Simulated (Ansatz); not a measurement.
# Nudged elastic band of C$_{2}$H$_{11}$NOSi$_{2}$ (part 2 of 2)

Continued. System: C$_{2}$H$_{11}$NOSi$_{2}$, SMILES CC[SiH](O)N[SiH3]. Method: RKS B3LYP-D4/6-31G (Ansatz 0.2.0). The run did not end well. One setting was made poor on purpose. It belongs to a series of runs on one base structure; here: band between the two ends.

Geometry of the input (Å):
```
C  1.6912  -0.7599  -0.6180
C  0.9380  0.5142  -1.0505
Si -0.9622  0.3570  -0.9921
O  -1.4678  -1.1193  -1.7490
N  -1.4982  0.4887  0.6941
Si -0.5471  0.4235  2.2025
H  1.3981  -1.6162  -1.2369
H  1.4934  -1.0215  0.4282
H  2.7748  -0.6329  -0.7224
H  1.2077  0.7665  -2.0841
H  1.2387  1.3704  -0.4328
H  -1.6702  1.3737  -1.8313
H  -1.2942  -1.9959  -1.3691
H  -2.4981  0.6013  0.8273
H  -0.0758  -0.9632  2.5600
H  0.6771  1.2892  2.1005
H  -1.4246  0.9237  3.3140
```

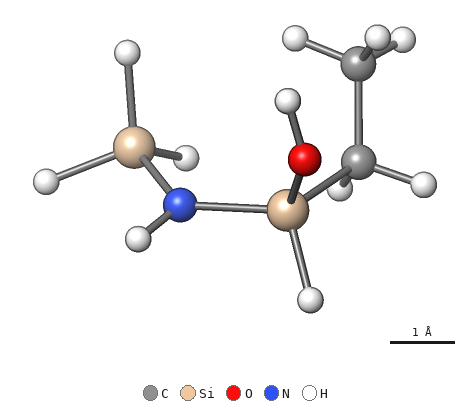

*The input geometry (ball-and-stick view, seen at a tilt).*

```
Unfinished report: {"positions_ang":[[1.8456914880613116,-0.8019472113118996,-0.8461029066220004],[0.9367648085319755,0.4252882741766736,-0.9775093045353231],[-0.9466224265018399,0.19169550655404657,-0.8251562757068864],[-1.374957854483064,-1.2853270233415082,-1.6534348778615502],[-1.658244987193877,0.1994108376691075,0.8087069866599275],[-0.7141072543417617,0.6219382560481758,2.2472726502567038],[1.6333639108841265,-1.5325325332339736,-1.6358486342063054],[1.719957102837883,-1.3003772092182728,0.12227839153032799],[2.899884595409941,-0.5157966878818137,-0.9391498525425336],[1.04106187324695,0.8477926465154417,-1.9876785957378456],[1.2297692029115161,1.2194746696511345,-0.28222945316387027],[-1.5065689398024122,1.4384496866979826,-1.4345050750878283],[-1.1684834512483213,-2.1266792930088045,-1.196796365681883],[-2.672813944781323,0.24351266935517107,0.820326078828559],[0.6702533500362995,0.5566289890658244,1.7161501874852647],[-0.8860945249990244,2.0587387128183434,2.6634242044116054],[-1.0679539485683793,-0.2408722905556276,3.440550851973639]],"unchecked":["starts","cluster_reference","orbital_swaps","neighbouring_geometries","increment"],"mean_field":{"relativity":"none","state":{"energy":{"ev":-21544.149604599537,"hartree":-791.7328948199385},"converged":true,"gradient_ev":0.00001936351963778725,"stability":{"kind":"minimum","curvature_ev":38.24113845838917},"curvature_floor_ev":0.00030000000000000003,"spin_squared":0.0},"others":[],"fillings":{"estimated":0,"unestimated":0,"tried":0,"untried":0,"excluded_magnetic_sites":0},"n_dropped_functions":0,"n_trapped_functions":0,"passes":{"evaluations":4,"products":24},"factors":{"origin":"Cholesky decomposition","count":1176,"bound_ev":0.00017132828290657493},"gradient_stop_ev":0.00009,"reference_kind":"stationary","functional":{"name":"B3LYP","citations":["Stephens, Devlin, Chabalowski & Frisch, J. Phys. Chem. 98, 11623 (1994) doi:10.1021/j100096a001","Becke, Phys. Rev. A 38, 3098 (1988) doi:10.1103/PhysRevA.38.3098","Lee, Yang & Parr, Phys. Rev. B 37, 785 (1988) doi:10.1103/PhysRevB.37.785","Vosko, Wilk & Nusair, Can. J. Phys. 58, 1200 (1980) doi:10.1139/p80-159"],"text":"name \"B3LYP\"\ncite \"Stephens, Devlin, Chabalowski & Frisch, J. Phys. Chem. 98, 11623 (1994) doi:10.1021/j100096a001\"\ncite \"Becke, Phys. Rev. A 38, 3098 (1988) doi:10.1103/PhysRevA.38.3098\"\ncite \"Lee, Yang & Parr, Phys. Rev. B 37, 785 (1988) doi:10.1103/PhysRevB.37.785\"\ncite \"Vosko, Wilk & Nusair, Can. J. Phys. 58, 1200 (1980) doi:10.1139/p80-159\"\nparameter a0 = 0.2\nparameter ax = 0.72\nparameter ac = 0.81\nexchange = (1 - a0 - ax)*slater_x + ax*b88_x + a0*exact_x\ncorrelation = (1 - ac)*vwn_rpa_c + ac*lyp_c\n","parameters":{"a0":{"value":0.2,"default":0.2},"ac":{"value":0.81,"default":0.81},"ax":{"value":0.72,"default":0.72}},"final_grid":{"core_spheres":13.0,"valence_spheres":11.0,"degree":36.0},"final_grid_parameter_source":"default","radial_points_factor":1.0,"radial_grid_error_ev":6.729326096032238e-7,"grid_sensitivity":"normal","grid_sensitivity_ratio":0.0013437628806248659},"unsmoothed_excess_ev":-0.0002912535036675049,"symmetry":{"irreps":["A"],"axes":[[0.9901344500326146,0.13678429337291353,-0.030394538079795898],[-0.136705093274334,0.990600741639178,0.004678475902010903],[0.030748793983944825,-0.0004772320009996116,0.9995270301088159]],"occupied":[{"A":33},{"A":33}]},"held":{"pivots":1176,"left_out":0,"joined":0},"density_repulsion":{"missed_ev":0.0002871308236520846,"excess_ev":0.0,"most_excess_ev":0.0001782,"are_drawn_again":false,"n_first_factors":1176,"energy_change_ev":0.0,"n_dropped_ends":0}},"factors":{"origin":"Cholesky decomposition","count":1176,"bound_ev":0.00017132828290657493},"n_frozen":0,"n_occupied":[33,33],"n_virtual":[51,51],"reference":{"ev":-21544.149604599537,"hartree":-791.7328948199385},"dispersion":{"energy":{"ev":-0.6588146118616486,"hartree":-0.02421099042533282},"switches_in_reach":[]},"total":{"ev":-21544.8084192114,"hartree":-791.7571058103639},"forces_ev_per_angstrom":[[-0.03890681949781667,-0.0713638179587107,0.060293853715044324],[-0.03149151460177866,0.13197431706860013,0.012998477848379961],[-0.05831125298384741,-0.05188805215723064,0.04121652155910194],[-0.033148459935326856,0.24382974198607135,0.09279779168089411],[0.2545647739410319,0.014071439020912516,-0.16757008815672403],[-0.3569800329518103,0.16759182554657928,0.20300037956355593],[-0.04938072396335329,-0.0007680471358420624,0.05095512558784171],[0.03081367808763126,-0.015325336472735564,0.019645378498894923],[0.007450310450909117,-0.025596561756305827,0.01592513781445666],[0.06782177097795389,0.03118059404031713,0.01994222362169955],[0.14519310348907163,0.04335325621305821,-0.02183182551979905],[-0.35188690012578056,-0.33247645653523994,-0.6730367863750222],[-0.1415462739748253,0.18424706829501203,-0.19075669467789372],[0.072360931109759,-0.1090059711354544,0.15209577068048954],[0.3346853428587307,-0.29967016304982724,0.3979826796786602],[-0.11759361826185406,0.05480740590138215,0.13525456297896477],[0.26635568538199067,0.03503875812202842,-0.14891250849802845]],"charge_distribution":{"dipole_moment_e_ang":[0.18445359035071787,-0.019925034299863552,0.3368100325373808],"mulliken_charges_e":[-0.3980924511616619,-0.5801431324310311,1.1257851200077358,-0.7713535261296123,-1.0834812243384988,0.7444265910916812,0.14772542988529658,0.13741593876299685,0.14093408022710352,0.17069943406035137,0.16483488920052336,-0.14419108961200422,0.38692156608849904,0.3345786625223395,-0.12083457130386543,-0.13077887074769512,-0.1244468461221202],"lowdin_charges_e":[-0.25517549130065564,-0.44159047558741893,0.8001140545039362,-0.5574065873688667,-0.7804843199306086,0.6523513239634635,0.10600941653682261,0.10052465603024374,0.09578671603750089,0.135480570381749,0.13100766987187584,-0.15177979499127914,0.292689404451264,0.250647294534713,-0.10369105370151055,-0.14661046884388895,-0.12787291458731742]},"n_threads":1,"memory_gib":1.7045454550534487,"seconds":{"hamiltonian":6.729121742,"orbitals":0.0,"second_order":0.0,"solver_start":0.0,"cycles":0.0,"cycle":0.0,"perturbative":0.0,"full_ci_increment":0.0,"forces":0.0}}
this run last wrote the band of iteration 10 to [file]
Error: NEB band did not converge after 10 iterations: max|band force component| = 1.09e0 eV/Å (threshold 2.0e-1); raise `neb.max_iterations` in a new run, which can start from the last band evaluated (`neb.initial_path`, with `crystal.atoms` and `neb.final_atoms` set to its first and last images), add images, or start from endpoints closer to local minima. Where this run's directory can be resumed (`checkpoint.write`), a resume goes on for up to `neb.max_iterations` more; to start a new run from the last band, take its images' positions from the `neb_iteration` event of iteration 10 (`data.images[].positions_ang`), in the event stream of the run that computed that iteration (not this run's, if it was resumed behind it). With `checkpoint.write`, `steps/00-neb/state/checkpoint.json` in the run directory holds the last saved band, under `neb.evaluated.images[].positions_ang` (a band under a hybrid functional on support functions is neither saved nor resumed: `neb.initial_path` says where its path is): check the last entry of `neb.iterations` there, which is earlier than 10 if that iteration was not saved or its write failed. If the band's step has no `state` directory and holds `state.next`, a write was cut short, and the file is under `state.next` instead (behind a loss of power it can be under `state.prev`)
this run wrote the band of iteration 10 to [file] as well, whether or not its events were kept: a new run's `neb.initial_path` can list its `images[].positions_ang`
a run's events are kept only if it was started with --events-out <file>, and are in that file
```

The last band as extended XYZ (Å, eV, eV/Å):
```
17
Properties=species:S:1:pos:R:3:forces:R:3 image=0 energy=-21545.22374
C     1.6912   -0.7599   -0.6180    0.0005  -0.0007  -0.0012
C     0.9380    0.5142   -1.0505   -0.0007  -0.0004  -0.0001
Si   -0.9622    0.3570   -0.9921    0.0005   0.0030   0.0042
O    -1.4678   -1.1193   -1.7490   -0.0047  -0.0108  -0.0062
N    -1.4982    0.4887    0.6941    0.0030  -0.0003   0.0081
Si   -0.5471    0.4235    2.2025    0.0023   0.0082  -0.0016
H     1.3981   -1.6162   -1.2369   -0.0007  -0.0001  -0.0021
H     1.4934   -1.0215    0.4282   -0.0014  -0.0003   0.0034
H     2.7748   -0.6329   -0.7224    0.0000   0.0013  -0.0002
H     1.2077    0.7665   -2.0841    0.0006   0.0016  -0.0023
H     1.2387    1.3704   -0.4328    0.0008  -0.0003   0.0019
H    -1.6702    1.3737   -1.8313    0.0003  -0.0008   0.0001
H    -1.2942   -1.9959   -1.3691    0.0023   0.0077   0.0023
H    -2.4981    0.6013    0.8273    0.0032  -0.0008  -0.0024
H    -0.0758   -0.9632    2.5600   -0.0024   0.0015   0.0006
H     0.6771    1.2892    2.1005   -0.0053  -0.0055  -0.0006
H    -1.4246    0.9237    3.3140    0.0016  -0.0032  -0.0040
17
Properties=species:S:1:pos:R:3:forces:R:3 image=1 energy=-21545.21126
C     1.6845   -0.8450   -0.7501   -0.0135   0.0129   0.0189
C     0.9490    0.4923   -0.9766   -0.0006  -0.0126   0.0047
Si   -0.9541    0.3199   -0.9581    0.0257   0.0266  -0.0268
O    -1.4386   -1.1651   -1.7103    0.0088  -0.0129  -0.0027
N    -1.5113    0.4304    0.7206   -0.0374   0.0260   0.0142
Si   -0.5658    0.5865    2.2228    0.1522  -0.0185   0.0833
H     1.4060   -1.5755   -1.5179   -0.0017  -0.0080   0.0001
H     1.4480   -1.2767    0.2299    0.0011   0.0005  -0.0024
H     2.7711   -0.7126   -0.7966    0.0115   0.0049  -0.0028
H     1.2327    0.9092   -1.9511    0.0006   0.0020  -0.0092
H     1.2535    1.2345   -0.2263   -0.0096   0.0008  -0.0010
H    -1.6557    1.3220   -1.8207   -0.0030  -0.0006  -0.0049
H    -1.2262   -2.0309   -1.3245   -0.0096  -0.0127  -0.0103
H    -2.5168    0.4316    0.8550   -0.0225  -0.0079  -0.0167
H     0.3982   -0.5614    2.4152   -0.0587   0.0846  -0.0174
H     0.2551    1.8586    2.2667   -0.0908  -0.1224   0.0092
H    -1.5486    0.5815    3.3623    0.0475   0.0372  -0.0364
17
Properties=species:S:1:pos:R:3:forces:R:3 image=2 energy=-21545.18645
C     1.7194   -0.7877   -0.7735    0.0229   0.0108  -0.0180
C     0.9305    0.5146   -1.0115   -0.0428  -0.0032  -0.0017
Si   -0.9644    0.2681   -0.9536   -0.0178   0.0187  -0.0402
O    -1.3859   -1.2754   -1.6358    0.0407   0.0488   0.0751
N    -1.5248    0.4441    0.7238   -0.0287  -0.0486  -0.0456
Si   -0.5969    0.5902    2.2449    0.0299  -0.0062   0.1384
H     1.4608   -1.5417   -1.5258   -0.0018  -0.0053   0.0138
H     1.5129   -1.2086    0.2175    0.0090  -0.0132  -0.0140
H     2.7991   -0.6115   -0.8364    0.0128  -0.0083  -0.0039
H     1.1739    0.9213   -2.0012    0.0211  -0.0020  -0.0063
H     1.2205    1.2825   -0.2830   -0.0068   0.0079   0.0022
H    -1.7204    1.1945   -1.8634    0.0351  -0.0514   0.0796
H    -1.1197   -2.1083   -1.2099   -0.0249   0.0114  -0.0309
H    -2.5368    0.4551    0.8286    0.0727   0.0137   0.0573
H     0.7622   -0.0607    2.0741   -0.2768   0.1436   0.0515
H    -0.3885    2.0296    2.6887    0.0231  -0.1991  -0.0842
H    -1.3611   -0.1068    3.3568    0.1322   0.0822  -0.1730
17
Properties=species:S:1:pos:R:3:forces:R:3 image=3 energy=-21544.80813
C     1.8457   -0.8019   -0.8461   -0.0389  -0.0714   0.0603
C     0.9368    0.4253   -0.9775   -0.0315   0.1320   0.0130
Si   -0.9466    0.1917   -0.8252   -0.0583  -0.0519   0.0412
O    -1.3750   -1.2853   -1.6534   -0.0331   0.2438   0.0928
N    -1.6582    0.1994    0.8087    0.2546   0.0141  -0.1676
Si   -0.7141    0.6219    2.2473   -0.3570   0.1676   0.2030
H     1.6334   -1.5325   -1.6358   -0.0494  -0.0008   0.0510
H     1.7200   -1.3004    0.1223    0.0308  -0.0153   0.0196
H     2.8999   -0.5158   -0.9392    0.0075  -0.0256   0.0159
H     1.0411    0.8478   -1.9877    0.0678   0.0312   0.0199
H     1.2298    1.2195   -0.2822    0.1452   0.0434  -0.0218
H    -1.5066    1.4385   -1.4345   -0.3519  -0.3325  -0.6730
H    -1.1685   -2.1267   -1.1968   -0.1415   0.1842  -0.1908
H    -2.6728    0.2435    0.8203    0.0724  -0.1090   0.1521
H     0.6703    0.5566    1.7162    0.3347  -0.2997   0.3980
H    -0.8861    2.0587    2.6634   -0.1176   0.0548   0.1353
H    -1.0680   -0.2409    3.4406    0.2664   0.0350  -0.1489
17
Properties=species:S:1:pos:R:3:forces:R:3 image=4 energy=-21545.17724
C     1.7304   -0.8470   -0.7659   -0.0492   0.0359   0.0320
C     0.9580    0.4677   -1.0081   -0.0174  -0.0977   0.0010
Si   -0.9421    0.2856   -0.9250    0.0662  -0.0097   0.0240
O    -1.4497   -1.1714   -1.7162    0.0198  -0.0275   0.0101
N    -1.5073    0.3145    0.7606    0.0097  -0.0107  -0.1206
Si   -0.6393    0.6697    2.2753   -0.0642  -0.0344  -0.0206
H     1.4562   -1.6062   -1.5080   -0.0187   0.0040   0.0100
H     1.5296   -1.2603    0.2306   -0.0094   0.0207  -0.0071
H     2.8123   -0.6878   -0.8429   -0.0068   0.0024  -0.0026
H     1.1873    0.8467   -2.0120    0.0271   0.0371  -0.0017
H     1.2819    1.2354   -0.2970    0.0149   0.0503  -0.0149
H    -1.6437    1.3210   -1.7457   -0.0350   0.0086  -0.0386
H    -1.1720   -2.0485   -1.4025   -0.0246   0.0080  -0.0060
H    -2.5076    0.1539    0.8517    0.0209   0.0192   0.0645
H     0.8132    0.8033    1.9571    0.0748  -0.0109   0.0014
H    -1.1046    1.9564    2.9048   -0.0094  -0.0072   0.0421
H    -0.8218   -0.4334    3.2836    0.0012   0.0119   0.0268
17
Properties=species:S:1:pos:R:3:forces:R:3 image=5 energy=-21545.20222
C     1.6568   -0.9019   -0.6734   -0.0113   0.0119   0.0244
C     0.9806    0.4393   -1.0254   -0.0142  -0.0513  -0.0095
Si   -0.9258    0.3588   -0.9760    0.0280  -0.0371   0.0242
O    -1.4917   -1.0930   -1.7410    0.0277  -0.0028   0.0122
N    -1.4826    0.4693    0.7075    0.0157   0.0081  -0.0336
Si   -0.5727    0.6106    2.2362   -0.0641   0.0150  -0.0592
H     1.3480   -1.6897   -1.3707   -0.0033   0.0013   0.0087
H     1.4017   -1.2331    0.3415    0.0080   0.0097  -0.0074
H     2.7487   -0.8228   -0.7270   -0.0047   0.0042  -0.0023
H     1.2658    0.7417   -2.0412    0.0044   0.0055   0.0027
H     1.3270    1.2323   -0.3524   -0.0009   0.0234  -0.0089
H    -1.5847    1.3997   -1.8236   -0.0185   0.0230  -0.0102
H    -1.2893   -1.9754   -1.3878   -0.0171   0.0061  -0.0064
H    -2.4936    0.4571    0.8121    0.0046   0.0238   0.0225
H     0.8079    1.1030    1.9389    0.0380   0.0160  -0.0098
H    -1.2690    1.5921    3.1370   -0.0038  -0.0057   0.0294
H    -0.4462   -0.6883    2.9856    0.0115  -0.0511   0.0231
17
Properties=species:S:1:pos:R:3:forces:R:3 image=6 energy=-21545.22379
C     1.6185   -0.9289   -0.5812   -0.0008   0.0004  -0.0003
C     0.9848    0.3929   -1.0598    0.0017   0.0010  -0.0006
Si   -0.9220    0.4060   -1.0112    0.0014  -0.0011   0.0021
O    -1.5516   -1.0472   -1.7189   -0.0035  -0.0047  -0.0026
N    -1.4512    0.6437    0.6655    0.0000   0.0021   0.0016
Si   -0.5172    0.5479    2.1826    0.0005  -0.0002   0.0006
H     1.2560   -1.7744   -1.1777   -0.0006  -0.0010  -0.0012
H     1.3891   -1.1398    0.4701   -0.0004  -0.0002   0.0020
H     2.7100   -0.9014   -0.6769    0.0005   0.0014  -0.0006
H     1.2820    0.5873   -2.0984    0.0001   0.0006  -0.0009
H     1.3570    1.2379   -0.4663    0.0011   0.0002   0.0010
H    -1.5356    1.4496   -1.8907    0.0014   0.0000   0.0005
H    -1.4546   -1.9204   -1.3051    0.0006   0.0014  -0.0001
H    -2.4379    0.8485    0.7867   -0.0005  -0.0004   0.0004
H     0.7821    1.2915    2.0580   -0.0005  -0.0002  -0.0009
H    -1.3498    1.1680    3.2677   -0.0002   0.0001  -0.0004
H    -0.1786   -0.8618    2.5959   -0.0008   0.0003  -0.0005
```

What the run reported:

| quantity | value |
| --- | --- |
| outcome | not converged |
| barrier, forward (band not converged) | 0.416 eV |
| barrier, backward | 0.416 eV |
| wall time | 6 min |
| peak memory | 0.22 GiB |

What went wrong:

The run did not converge: “NEB band did not converge after 10 iterations: max|band force component| = 1.09e0 eV/Å (threshold 2.0e-1); raise `neb.max_iterations` in a new run, which can start from the last band evaluated (`neb.initial_path`, with `crystal.atoms` and `neb.final_atoms` set to its first and last images), add images, or start from endpoints closer to local minima …” Its last values are not results. A deliberately poor setting: loose force.
